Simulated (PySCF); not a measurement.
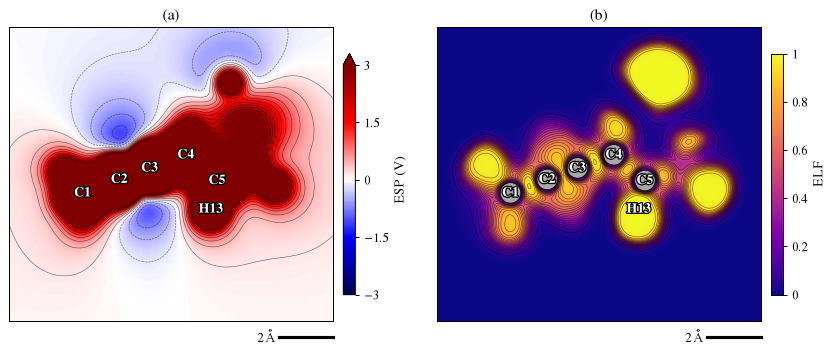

Figure. C7H11Al. (a) molecular electrostatic potential; (b) electron localisation function on the plane of atoms C4, C5 and H13. Grey discs cover the atomic cores in the ELF map.

Geometry: GFN2-xTB.

Level of theory: PBE0/pcSseg-1, SCF density, gas phase, non-relativistic in PySCF 2.14.0.

Input

```
{"job": {"kind": "nmr", "xc": "PBE0", "basis": "pcSseg-1"}, "charge": 0, "multiplicity": 1}
C      3.973615     0.188807    -0.218009
C      2.537420     0.168381    -0.045227
C      1.348329     0.149187     0.119859
C     -0.070464     0.141993     0.259912
C     -0.898852    -0.894657    -0.429068
C     -2.094223    -1.452403     0.297287
C     -0.956604     0.529067    -0.937705
Al    -2.447590     1.627085    -0.238184
H      4.447740    -0.497788     0.483478
H      4.356199     1.194096    -0.041203
H      4.230857    -0.111037    -1.233855
H     -0.423885     0.453090     1.246277
H     -0.367900    -1.619795    -1.038249
H     -2.800558    -1.894544    -0.405473
H     -2.605423    -0.639804     0.831141
H     -1.802320    -2.212931     1.021185
H     -0.383596     0.684404    -1.853515
H     -2.455586     1.979642     1.278007
H     -3.596962     2.216458    -1.088955
```

Launched as:

```sh
OMP_NUM_THREADS=1 python probes_run.py task.json out
```

Question: What does the map show?

Answer:
- The plane passes through C and H nuclei.
- C–C (1.20 Å): the ELF peaks at about 0.85 between the atoms: a short, multiple covalent bond.
- C–H (1.09 Å): the ELF climbs to about 1 towards the hydrogen, as it does in any bond to H (a covalent bond by its length).
- Outside the dense part of the molecule the potential is most negative (−1.1 V) near C3.
